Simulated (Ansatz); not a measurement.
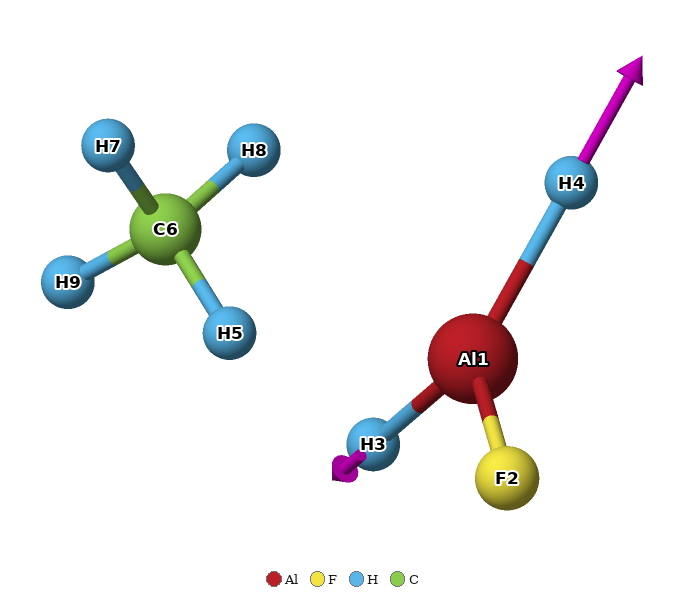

The arrows show one normal mode. Harmonic vibrations computed with RKS PBE0-D4/def2-TZVP (Ansatz 0.2.0) at a stationary point of the same level.

Q: What kind of motion is it?

A: Mostly in-phase stretching of 2 Al–H bonds.

Q: At what wavenumber does it lie?

A: 1955 cm⁻¹; it is mode 16 of 21 counted from the lowest.
